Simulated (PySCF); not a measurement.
## NMR shielding calculation, with input and output: C3H8O3Si

System: C3H8O3Si.
Method: GIAO PBE0/pcSseg-1 NMR shielding, non-relativistic, gas phase (PySCF 2.14.0).

The geometry comes from this level: GFN2-xTB, NEB image 8 of 0 to 8. It belongs to a series of runs on one base structure; here: NEB image 8 of 0 to 8. Figures and captions count atoms from 1; the log counts them from 0 in places.

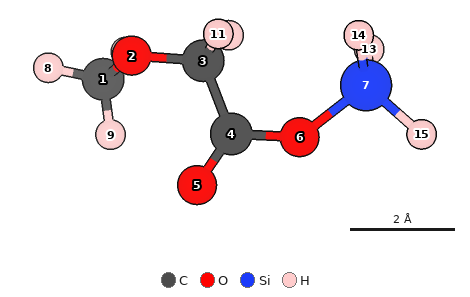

Figure 1. The input geometry (ball-and-stick view, seen at a tilt; atoms are numbered from 1 in the order of the input). Bond lengths as drawn: C–C 1.52 Å, C–H 1.09 to 1.10 Å, C–O 1.20 to 1.41 Å, H–Si 1.45 to 1.46 Å and O–Si 1.64 Å.

Input file:
```
{"job": {"kind": "nmr", "xc": "PBE0", "basis": "pcSseg-1", "pop": false}, "charge": 0, "multiplicity": 1}
C     -2.450000    -0.242300     0.995200
O     -1.908100     0.338900    -0.172900
C     -0.542000     0.120700    -0.349400
C      0.363500     0.835400     0.646000
O     -0.015200     1.520200     1.549800
O      1.661100     0.630100     0.436200
Si     2.634700    -0.231500    -0.559800
H     -3.521900    -0.063700     0.946200
H     -2.043200     0.216700     1.898800
H     -2.259500    -1.322500     1.017600
H     -0.298900     0.491300    -1.350100
H     -0.293400    -0.954500    -0.306700
H      2.368600    -1.655100    -0.354500
H      2.360000     0.130500    -1.949500
H      3.939900     0.193700    -0.087500
```

The first line tells a small driver script what to run in PySCF; the rest is the geometry in Å.

Hardware: 1 CPU thread, shared host.

Command:
```bash
OMP_NUM_THREADS=1 python <driver script> task.json out
```

What the program printed:
```
coarse grid: 13104 points
cycle   1  E = -633.4766375512  dE =  1.071e+00  |g| = 1.062e+00  |ddm| = 3.373e+00
cycle   2  E = -632.9801883227  dE =  4.964e-01  |g| = 1.947e+00  |ddm| = 2.132e+00
cycle   3  E = -633.6679571616  dE = -6.878e-01  |g| = 2.826e-01  |ddm| = 1.563e+00
cycle   4  E = -633.6807310042  dE = -1.277e-02  |g| = 1.135e-01  |ddm| = 2.404e-01
cycle   5  E = -633.6828533923  dE = -2.122e-03  |g| = 1.728e-02  |ddm| = 6.845e-02
cycle   6  E = -633.6829152458  dE = -6.185e-05  |g| = 5.778e-03  |ddm| = 1.726e-02
cycle   7  E = -633.6829222599  dE = -7.014e-06  |g| = 1.288e-03  |ddm| = 5.298e-03
final grid: 122152 points
cycle   8  E = -633.7555752556  dE = -1.264e-05  |g| = 1.450e-02  |ddm| = 1.996e-02
cycle   9  E = -633.7555119310  dE =  6.332e-05  |g| = 2.385e-02  |ddm| = 2.143e-02
cycle  10  E = -633.7556105214  dE = -9.859e-05  |g| = 2.805e-03  |ddm| = 1.443e-02
cycle  11  E = -633.7556119661  dE = -1.445e-06  |g| = 4.229e-04  |ddm| = 1.859e-03
cycle  12  E = -633.7556119965  dE = -3.038e-08  |g| = 1.198e-04  |ddm| = 3.590e-04
cycle  13  E = -633.7556119996  dE = -3.081e-09  |g| = 1.921e-05  |ddm| = 9.821e-05
cycle  14  E = -633.7556119997  dE = -7.162e-11  |g| = 6.710e-06  |ddm| = 2.080e-05
```

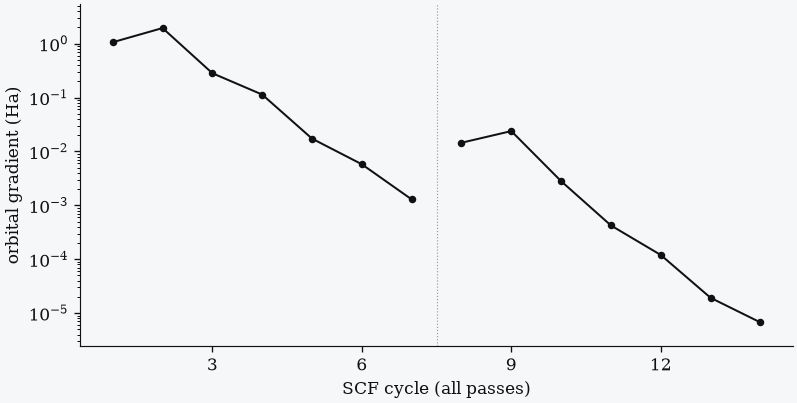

Figure 2. Convergence of the self-consistent field: orbital gradient against the SCF cycle. The dotted line marks the change from a coarse to the final integration grid. The first 7 cycles use a coarse grid, the final grid takes over at cycle 8, and the field converges after 14 cycles in all.

```
converged SCF energy = -633.7556119997

GIAO shielding tensors (ppm)
atom      isotropic    diamagn.    paramagn.     s11        s22        s33       span
  0 C      127.327     245.870    -118.543     92.493    105.920    183.570     91.077
  1 O      321.236     393.027     -71.791    291.510    319.217    352.981     61.471
  2 C      115.799     251.356    -135.556     88.102     96.568    162.728     74.626
  3 C       17.479     252.258    -234.778    -92.803     67.808     77.433    170.236
  4 O     -139.861     400.725    -540.586   -458.570   -256.850    295.836    754.405
  5 O      172.505     399.433    -226.928      2.540    242.069    272.905    270.365
  6 Si     391.391     879.740    -488.349    352.476    368.328    453.370    100.895
  7 H       27.865      27.962      -0.097     24.044     25.295     34.256     10.212
  8 H       27.223      29.925      -2.701     22.322     27.179     32.169      9.847
  9 H       28.830      29.887      -1.056     25.490     26.509     34.492      9.003
 10 H       27.335      31.643      -4.307     22.430     27.172     32.404      9.973
 11 H       28.142      33.517      -5.375     23.598     27.977     32.851      9.253
 12 H       26.693      29.958      -3.265     23.547     25.681     30.851      7.304
 13 H       26.687      29.606      -2.919     23.589     25.629     30.845      7.256
 14 H       26.674      28.374      -1.700     22.872     25.318     31.830      8.958
```

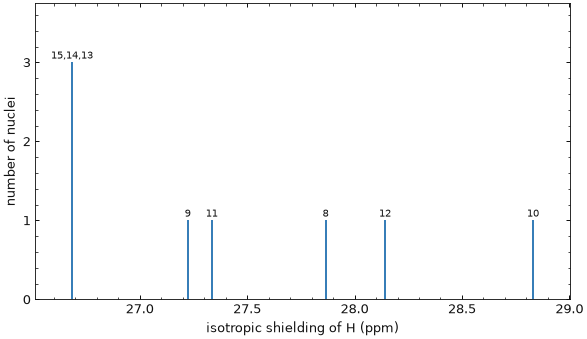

Figure 3. Isotropic shieldings of the hydrogen nuclei in this fixed geometry, labelled by atom number; shielding grows to the right, so chemical shift grows to the left. The least shielded is H15 (26.7 ppm), the most shielded H10 (28.8 ppm).

Results in brief:

- outcome: converged
- total energy: −633.755612 hartree
- HOMO: −7.51 eV
- LUMO: −0.20 eV
- dipole moment: 3.74 D
- isotropic shielding, C: 17.5 to 127.3 ppm
- isotropic shielding, O: −139.9 to 321.2 ppm
- isotropic shielding, Si: 391.4 ppm
- isotropic shielding, H: 26.7 to 28.8 ppm
- wall time: 49 s
- peak memory: 0.75 GiB
